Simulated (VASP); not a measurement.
Band structure of SnGe (relaxed from the wurtzite structure, space group P6_3mc). Method: LDA (Ceperley-Alder, Perdew-Zunger), VASP's LDA PAW potentials (set 64) (plane waves; VASP).

Unless said otherwise, spin-orbit coupling is left out, though it shifts the bands of the heavy elements here.

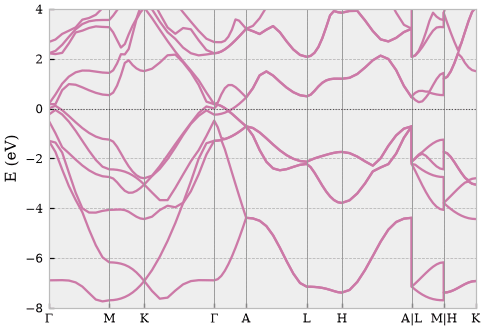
Figure: Bands along high-symmetry lines, zero at the valence-band maximum or, without a gap, the Fermi level

Task: Read the plot: is there a gap, and where are the band edges?

Result: It has no gap at this level: it comes out as a metal or semimetal. (Edges off the drawn lines would not show.)

The structure was generated: SnGe was put into the wurtzite type (P6_3mc), which need not be its known phase. It was relaxed first, which changed the volume by -12 %.
